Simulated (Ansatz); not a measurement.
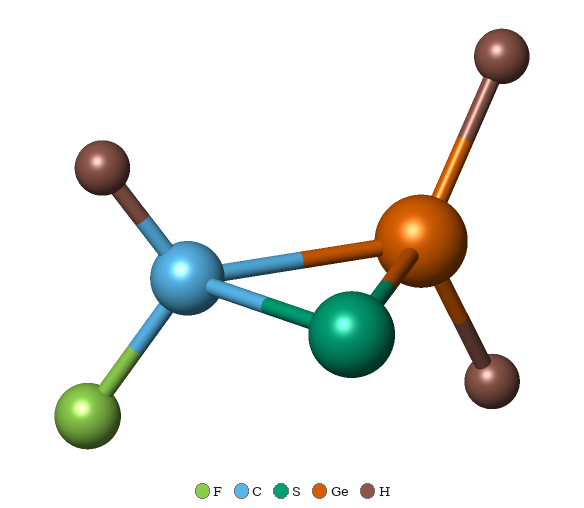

Harmonic vibrations computed with RKS PBE0-D4/def2-TZVP (Ansatz 0.2.0) at a stationary point of the same level.

Question: Minimum or transition state?

Answer: A minimum: no imaginary frequency, and the lowest mode lies at 236 cm⁻¹.

Question: List the wavenumbers.

Answer: 15 modes: 236, 339, 396, 493, 534, 561, 620, 750, 845, 1007, 1096, 1314, 2183, 2208, 3157 cm⁻¹.
